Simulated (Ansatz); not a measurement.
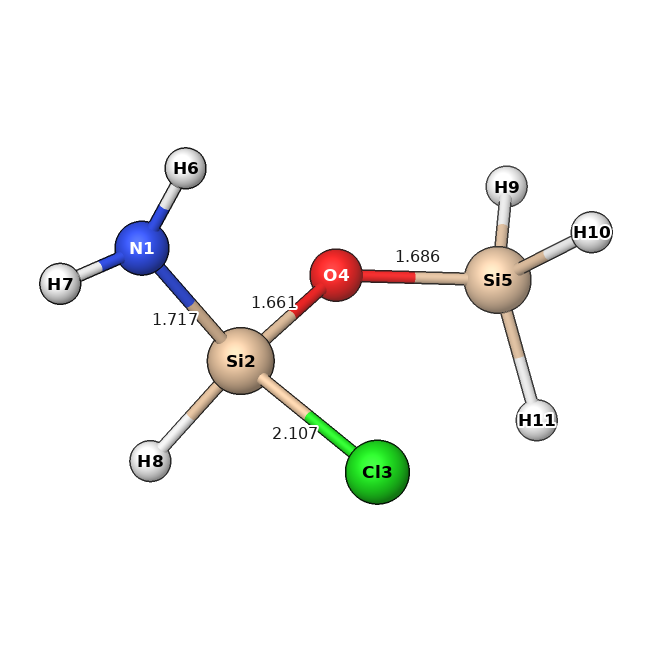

Bond lengths are marked in Å; every bond is drawn as one stick. The computed structure is the end point of a PBE-D4/def2-SVP optimisation. No frequency run is at hand to confirm it as a minimum.

### Which of the marked bonds are single, double, triple or aromatic?

N1–Si2 single; Si2–Cl3 single; Si2–O4 single; O4–Si5 single.

### Give the structure as SMILES.

N[Si@H](Cl)O[SiH3]
